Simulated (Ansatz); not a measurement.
C2H7BFN: nudged elastic band (part 1 of 2)

C2H7BFN, SMILES BCC(N)F, computed with RKS B3LYP-D4/6-31G* (Ansatz 0.2.0).

It belongs to a series of runs on one base structure; here: band between the two ends. Figures and captions count atoms from 1; the log counts them from 0 in places.

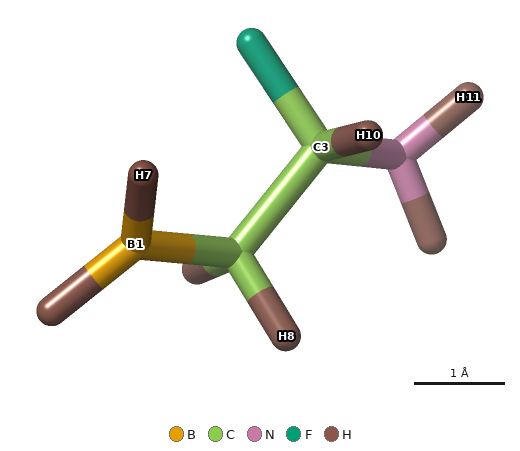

The starting structure (stick view, seen at a tilt; atoms are numbered from 1 in the order of the input). Bond lengths as drawn: B–C 1.56 Å, B–H 1.20 Å, C–C 1.52 Å, C–F 1.40 Å, C–H 1.10 to 1.11 Å, C–N 1.44 Å and H–N 1.02 Å.

**Summary**

```csv
quantity,value
outcome,converged
"barrier, forward",0.091 eV
"barrier, backward",0.305 eV
hardware,"1 thread of an x86-64 CPU, shared host"
wall time,8.7 min
peak memory,0.22 GiB
```

**Notes**

The order of the saddle point was not checked.

**Input file**
```yaml
crystal:
  periodic: [false, false, false]
  atoms:
    - { symbol: B, position_ang: [-0.414366, 1.753005, 0.711015] }
    - { symbol: C, position_ang: [-0.635496, 0.30604, 0.157653] }
    - { symbol: C, position_ang: [0.627878, -0.444594, -0.231801] }
    - { symbol: "N", position_ang: [0.325657, -1.680567, -0.904331] }
    - { symbol: F, position_ang: [1.345687, 0.357106, -1.130588] }
    - { symbol: H, position_ang: [-1.343631, 2.502658, 0.797404] }
    - { symbol: H, position_ang: [0.653558, 2.112403, 1.112488] }
    - { symbol: H, position_ang: [-1.168436, -0.239107, 0.959615] }
    - { symbol: H, position_ang: [-1.329417, 0.303153, -0.695027] }
    - { symbol: H, position_ang: [1.295616, -0.553809, 0.638962] }
    - { symbol: H, position_ang: [1.139651, -2.289164, -0.950887] }
    - { symbol: H, position_ang: [-0.4199, -2.182423, -0.430303] }
basis:
  gaussian: { orbitals: "6-31G*" }
hamiltonian:
  xc: b3lyp
  dispersion: d4
neb:
  order_check: false
  images: 5
  f_tol: 0.03
  max_iterations: 60
  final_atoms:
    - { symbol: B, position_ang: [-0.4045815, 1.77591904, 0.65728149] }
    - { symbol: C, position_ang: [-0.65885681, 0.30722509, 0.18318126] }
    - { symbol: C, position_ang: [0.58995271, -0.5183569, -0.07334434] }
    - { symbol: "N", position_ang: [0.29830794, -1.84600215, -0.4940022] }
    - { symbol: F, position_ang: [1.34875164, 0.19527137, -1.04732528] }
    - { symbol: H, position_ang: [-1.26867608, 2.59897355, 0.5621309] }
    - { symbol: H, position_ang: [0.62374979, 2.08230634, 1.18743526] }
    - { symbol: H, position_ang: [-1.24786151, -0.17045732, 0.98725589] }
    - { symbol: H, position_ang: [-1.31353066, 0.27369367, -0.70043857] }
    - { symbol: H, position_ang: [1.22836711, -0.56288571, 0.81561013] }
    - { symbol: H, position_ang: [-0.27272493, -1.83648388, -1.33734678] }
    - { symbol: H, position_ang: [1.15390331, -2.3545021, -0.70623776] }
  initial_path:
    images:
      - { positions_ang: [[-0.414366, 1.753005, 0.711015], [-0.635496, 0.30604, 0.157653], [0.627878, -0.444594, -0.231801], [0.325657, -1.680567, -0.904331], [1.345687, 0.357106, -1.130588], [-1.343631, 2.502658, 0.797404], [0.653558, 2.112403, 1.112488], [-1.168436, -0.239107, 0.959615], [-1.329417, 0.303153, -0.695027], [1.295616, -0.553809, 0.638962], [1.139651, -2.289164, -0.950887], [-0.4199, -2.182423, -0.430303]] }
      - { positions_ang: [[-0.39522087, 1.74721566, 0.71537075], [-0.6705878, 0.33700357, 0.10037327], [0.57231222, -0.46490705, -0.188106], [0.28617139, -1.71320151, -0.83528772], [1.39071262, 0.26738264, -1.04312572], [-1.21978469, 2.36992794, 1.09662825], [0.580276, 2.24578315, 0.82690113], [-1.28055306, -0.18937323, 0.82366364], [-1.25443901, 0.413238, -0.79561015], [1.16258092, -0.59762674, 0.74644848], [1.00200688, -2.17665236, -1.13596625], [-0.09667361, -2.29408907, -0.27708967]] }
      - { positions_ang: [[-0.37607574, 1.74142633, 0.71972649], [-0.7056796, 0.36796715, 0.04309353], [0.51674644, -0.48522011, -0.14441099], [0.24668577, -1.74583602, -0.76624445], [1.43573825, 0.17765929, -0.95566344], [-1.09593837, 2.23719787, 1.3958525], [0.506994, 2.37916329, 0.54131426], [-1.39267012, -0.13963947, 0.68771228], [-1.17946102, 0.523323, -0.8961933], [1.02954584, -0.64144447, 0.85393496], [0.86436276, -2.06414072, -1.3210455], [0.22655279, -2.40575514, -0.12387635]] }
      - { positions_ang: [[-0.35693061, 1.73563699, 0.72408224], [-0.7407714, 0.39893072, -0.0141862], [0.46118066, -0.50553316, -0.10071599], [0.20720016, -1.77847052, -0.69720117], [1.48076387, 0.08793593, -0.86820117], [-0.97209206, 2.10446781, 1.69507675], [0.433712, 2.51254344, 0.25572739], [-1.50478718, -0.0899057, 0.55176092], [-1.10448302, 0.633408, -0.99677645], [0.89651076, -0.68526221, 0.96142144], [0.72671864, -1.95162909, -1.50612475], [0.54977918, -2.51742121, 0.02933698]] }
      - { positions_ang: [[-0.37281424, 1.74906434, 0.70181532], [-0.71346653, 0.36836218, 0.05160295], [0.50410467, -0.50980774, -0.0915921], [0.23756942, -1.80098106, -0.62946818], [1.43675979, 0.12371441, -0.92790921], [-1.0709534, 2.26930306, 1.31742814], [0.49705793, 2.36913107, 0.56629668], [-1.41914529, -0.11675624, 0.69692591], [-1.17416557, 0.51350323, -0.89799715], [1.00712955, -0.64447004, 0.91281767], [0.39357078, -1.91324735, -1.44986542], [0.75115389, -2.46311484, -0.2158546]] }
      - { positions_ang: [[-0.38869787, 1.76249169, 0.67954841], [-0.68616167, 0.33779363, 0.11739211], [0.54702869, -0.51408232, -0.08246822], [0.26793868, -1.8234916, -0.56173519], [1.39275572, 0.15949289, -0.98761724], [-1.16981474, 2.4341383, 0.93977952], [0.56040386, 2.2257187, 0.87686597], [-1.3335034, -0.14360678, 0.8420909], [-1.24384811, 0.39359845, -0.79921786], [1.11774833, -0.60367788, 0.8642139], [0.06042292, -1.87486562, -1.3936061], [0.9525286, -2.40880847, -0.46104618]] }
      - { positions_ang: [[-0.4045815, 1.77591904, 0.65728149], [-0.65885681, 0.30722509, 0.18318126], [0.58995271, -0.5183569, -0.07334434], [0.29830794, -1.84600215, -0.4940022], [1.34875164, 0.19527137, -1.04732528], [-1.26867608, 2.59897355, 0.5621309], [0.62374979, 2.08230634, 1.18743526], [-1.24786151, -0.17045732, 0.98725589], [-1.31353066, 0.27369367, -0.70043857], [1.22836711, -0.56288571, 0.81561013], [-0.27272493, -1.83648388, -1.33734678], [1.15390331, -2.3545021, -0.70623776]] }
```

Command:
```bash
ansatz run input.yaml --threads 1 --pin off --max-ram 2048MiB --backend cpu --events-out ev --progress --plain --runs-dir out
```

**Log**
```
Engine: ansatz 0.2.0, x86_64-unknown-linux-gnu
Functional definition: B3LYP
  parameter a0 = 0.2
  parameter ax = 0.72
  parameter ac = 0.81
  exchange = (1 - a0 - ax)*slater_x + ax*b88_x + a0*exact_x
  correlation = (1 - ac)*vwn_rpa_c + ac*lyp_c
1030 factors; integrals over basis functions are off by at most 4.2e-4 eV
mean field evaluation 1: about -7063.9589 eV, gradient 5.7e1 eV
mean field evaluation 2: about -7060.7898 eV, gradient 6.8e1 eV
mean field evaluation 4: about -7070.5140 eV, gradient 2.6e0 eV
mean field evaluation 8: about -7070.5428 eV, gradient 1.1e-1 eV
mean field evaluation 16: about -7070.5428 eV, gradient 2.3e-5 eV
mean field -7070.54283090 eV, -259.8376564494 hartree, gradient 2.3e-5 eV, S^2 0.000000; 0 other end points of the search recorded, 0 dependent functions left out
the calculation of the forces begins
reference -7070.54303963 eV, -259.8376641203 hartree; 20, 20 occupied and 69, 69 virtual orbitals, 1030 factors
1030 factors; integrals over basis functions are off by at most 4.0e-4 eV
mean field evaluation 32: about -7070.7575 eV, gradient 1.6e-5 eV
mean field -7070.75746048 eV, -259.8455439412 hartree, gradient 1.6e-5 eV, S^2 0.000000; 0 other end points of the search recorded, 0 dependent functions left out
[... from here on the field's lines of each further geometry are left out, up to the last ...]
NEB iter   1: max|band force component| = 1.355e1 eV/Å  barrier→ = 1.9212 eV  barrier← = 2.1352 eV  Δτ_max = 0.1472 Å  (175 SCF iters)
NEB iter   2: max|band force component| = 1.310e0 eV/Å  barrier→ = 0.3515 eV  barrier← = 0.5656 eV  Δτ_max = 0.1927 Å  (139 SCF iters)
NEB iter   3: max|band force component| = 1.802e0 eV/Å  barrier→ = 0.2674 eV  barrier← = 0.4814 eV  Δτ_max = 0.0860 Å  (140 SCF iters)
NEB iter   4: max|band force component| = 4.431e-1 eV/Å  barrier→ = 0.1449 eV  barrier← = 0.3589 eV  CI = image 2  Δτ_max = 0.1001 Å  (127 SCF iters)
NEB iter   5: max|band force component| = 2.178e-1 eV/Å  barrier→ = 0.1526 eV  barrier← = 0.3666 eV  CI = image 2  Δτ_max = 0.1777 Å  (129 SCF iters)
NEB iter   6: max|band force component| = 2.715e-1 eV/Å  barrier→ = 0.1509 eV  barrier← = 0.3649 eV  CI = image 2  Δτ_max = 0.0550 Å  (132 SCF iters)
NEB iter   7: max|band force component| = 1.190e-1 eV/Å  barrier→ = 0.1460 eV  barrier← = 0.3600 eV  CI = image 2  Δτ_max = 0.0910 Å  (123 SCF iters)
NEB iter   8: max|band force component| = 9.090e-2 eV/Å  barrier→ = 0.1348 eV  barrier← = 0.3488 eV  CI = image 2  Δτ_max = 0.0910 Å  (128 SCF iters)
NEB iter   9: max|band force component| = 1.269e-1 eV/Å  barrier→ = 0.1279 eV  barrier← = 0.3419 eV  CI = image 2  Δτ_max = 0.0455 Å  (123 SCF iters)
NEB iter  10: max|band force component| = 1.011e-1 eV/Å  barrier→ = 0.1246 eV  barrier← = 0.3386 eV  CI = image 2  Δτ_max = 0.0455 Å  (127 SCF iters)
NEB iter  11: max|band force component| = 6.762e-1 eV/Å  barrier→ = 0.1214 eV  barrier← = 0.3354 eV  CI = image 2  Δτ_max = 0.0228 Å  (127 SCF iters)
NEB iter  12: max|band force component| = 2.021e-1 eV/Å  barrier→ = 0.1202 eV  barrier← = 0.3343 eV  CI = image 2  Δτ_max = 0.0455 Å  (127 SCF iters)
NEB iter  13: max|band force component| = 7.831e-2 eV/Å  barrier→ = 0.1176 eV  barrier← = 0.3317 eV  CI = image 2  Δτ_max = 0.0909 Å  (126 SCF iters)
NEB iter  14: max|band force component| = 1.007e-1 eV/Å  barrier→ = 0.1128 eV  barrier← = 0.3268 eV  CI = image 2  Δτ_max = 0.0455 Å  (122 SCF iters)
NEB iter  15: max|band force component| = 7.489e-2 eV/Å  barrier→ = 0.1104 eV  barrier← = 0.3244 eV  CI = image 2  Δτ_max = 0.0456 Å  (121 SCF iters)
NEB iter  16: max|band force component| = 6.579e-2 eV/Å  barrier→ = 0.1081 eV  barrier← = 0.3221 eV  CI = image 2  Δτ_max = 0.0455 Å  (123 SCF iters)
NEB iter  17: max|band force component| = 1.281e-1 eV/Å  barrier→ = 0.1059 eV  barrier← = 0.3199 eV  CI = image 2  Δτ_max = 0.0228 Å  (125 SCF iters)
NEB iter  18: max|band force component| = 1.001e-1 eV/Å  barrier→ = 0.1048 eV  barrier← = 0.3188 eV  CI = image 2  Δτ_max = 0.0228 Å  (117 SCF iters)
NEB iter  19: max|band force component| = 1.454e-1 eV/Å  barrier→ = 0.1041 eV  barrier← = 0.3181 eV  CI = image 2  Δτ_max = 0.0114 Å  (118 SCF iters)
NEB iter  20: max|band force component| = 8.487e-2 eV/Å  barrier→ = 0.1034 eV  barrier← = 0.3174 eV  CI = image 2  Δτ_max = 0.0114 Å  (123 SCF iters)
NEB iter  21: max|band force component| = 7.515e-2 eV/Å  barrier→ = 0.1028 eV  barrier← = 0.3169 eV  CI = image 2  Δτ_max = 0.0228 Å  (112 SCF iters)
NEB iter  22: max|band force component| = 6.782e-2 eV/Å  barrier→ = 0.1018 eV  barrier← = 0.3158 eV  CI = image 2  Δτ_max = 0.0455 Å  (109 SCF iters)
NEB iter  23: max|band force component| = 5.520e-2 eV/Å  barrier→ = 0.0998 eV  barrier← = 0.3138 eV  CI = image 2  Δτ_max = 0.0908 Å  (126 SCF iters)
NEB iter  24: max|band force component| = 4.186e-2 eV/Å  barrier→ = 0.0967 eV  barrier← = 0.3108 eV  CI = image 2  Δτ_max = 0.1857 Å  (125 SCF iters)
NEB iter  25: max|band force component| = 7.860e0 eV/Å  barrier→ = 2.5887 eV  barrier← = 2.8028 eV  CI = image 5  Δτ_max = 0.0919 Å  (142 SCF iters)
NEB iter  26: max|band force component| = 6.729e0 eV/Å  barrier→ = 2.1166 eV  barrier← = 2.3307 eV  CI = image 5  Δτ_max = 0.1806 Å  (138 SCF iters)
NEB iter  27: max|band force component| = 3.787e0 eV/Å  barrier→ = 0.3814 eV  barrier← = 0.5954 eV  CI = image 3  Δτ_max = 0.1902 Å  (139 SCF iters)
NEB iter  28: max|band force component| = 3.937e0 eV/Å  barrier→ = 0.2142 eV  barrier← = 0.4282 eV  CI = image 1  Δτ_max = 0.0915 Å  (139 SCF iters)
NEB iter  29: max|band force component| = 7.080e-1 eV/Å  barrier→ = 0.1037 eV  barrier← = 0.3177 eV  CI = image 3  Δτ_max = 0.0987 Å  (135 SCF iters)
NEB iter  30: max|band force component| = 1.821e-1 eV/Å  barrier→ = 0.0940 eV  barrier← = 0.3081 eV  CI = image 3  Δτ_max = 0.0542 Å  (130 SCF iters)
NEB iter  31: max|band force component| = 1.034e-1 eV/Å  barrier→ = 0.0928 eV  barrier← = 0.3068 eV  CI = image 3  Δτ_max = 0.0509 Å  (127 SCF iters)
NEB iter  32: max|band force component| = 7.696e-2 eV/Å  barrier→ = 0.0916 eV  barrier← = 0.3056 eV  CI = image 3  Δτ_max = 0.1014 Å  (127 SCF iters)
NEB iter  33: max|band force component| = 2.941e-1 eV/Å  barrier→ = 0.0911 eV  barrier← = 0.3052 eV  CI = image 3  Δτ_max = 0.0507 Å  (130 SCF iters)
NEB iter  34: max|band force component| = 5.239e-1 eV/Å  barrier→ = 0.0935 eV  barrier← = 0.3076 eV  CI = image 3  Δτ_max = 0.0252 Å  (129 SCF iters)
NEB iter  35: max|band force component| = 1.580e-1 eV/Å  barrier→ = 0.0910 eV  barrier← = 0.3051 eV  CI = image 3  Δτ_max = 0.0507 Å  (131 SCF iters)
```
